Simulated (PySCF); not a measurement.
CH5Cl3O3Si3 (SMILES ClC(Cl)(Cl)[SiH]1O[SiH2]O[SiH2]O1)

```xyz
15

Cl    3.3972    0.7295   -0.6135
C     2.2060   -0.3925    0.0769
Cl    2.8907   -2.0274    0.1850
Cl    1.7038    0.1698    1.6962
Si    0.6614   -0.4362   -1.0490
O    -0.4354   -1.4394   -0.3334
Si   -1.6772   -1.0872    0.7302
O    -1.8717    0.5631    0.7171
Si   -1.1299    1.7951   -0.1157
O     0.0388    1.0906   -1.0828
H     1.0497   -0.9045   -2.3931
H    -2.9127   -1.7424    0.2328
H    -1.3187   -1.5432    2.0953
H    -0.4991    2.7394    0.8382
H    -2.1154    2.4705   -0.9962
```

Geometry: PBE0-D3(BJ)/def2-SVP.

Theory: PySCF, CAM-B3LYP/def2-SVPD, SCF density, gas phase.

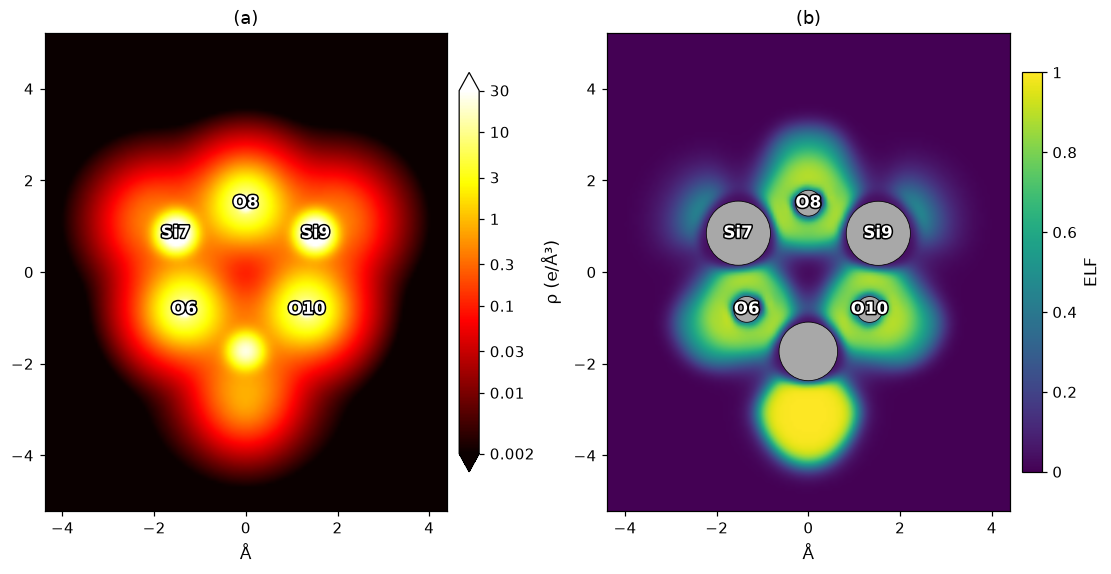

Figure 1. (a) total electron density; (b) electron localisation function on the plane of atoms O6, Si7 and O8. Grey discs cover the atomic cores in the ELF map.

**What do the fields say about this system?**

The plane passes through O and Si nuclei.
Si–O (1.67 Å): ρ at the midpoint is about 1 e/Å³; the ELF peaks at about 0.85 between the atoms: a shared but strongly polarised pair.
The ELF also peaks beside O10, O6 and O8, away from the bonds: lone-pair regions.

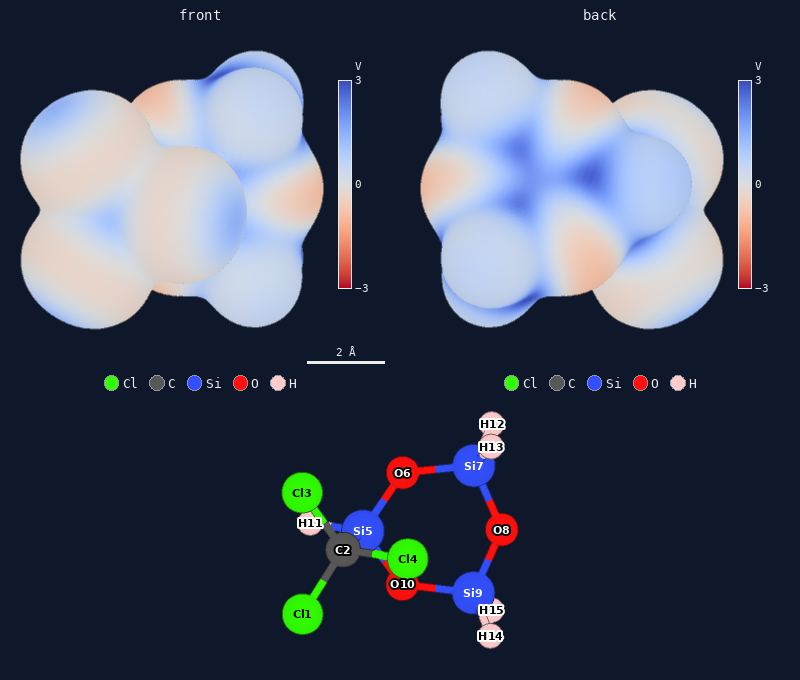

Figure 2. The electrostatic potential painted on the density surface at 0.004 e/bohr³, seen from the front and from behind; the colour scale runs from red (negative) to blue (positive). The bare structure is drawn below in the same view.

**Which sites attract a positive test charge, and which a negative one?**

A positive charge is drawn to the negative regions and a negative charge to the positive ones. The most negative region (about −0.8 V) lies over O6, O8 and O10, the most positive (about +2.7 V) over Si5, Si7 and Si9. Cl1 shows a σ-hole: about +1.3 V at the tip opposite its bond, against about −0.2 V on its flanks. Cl3 shows a σ-hole: about +1.3 V at the tip opposite its bond, against about −0.2 V on its flanks. Cl4 shows a σ-hole: about +1.3 V at the tip opposite its bond, against about +0.2 V on its flanks.

**How polar is the molecule by this calculation?**

Its dipole moment is 1.27 D.
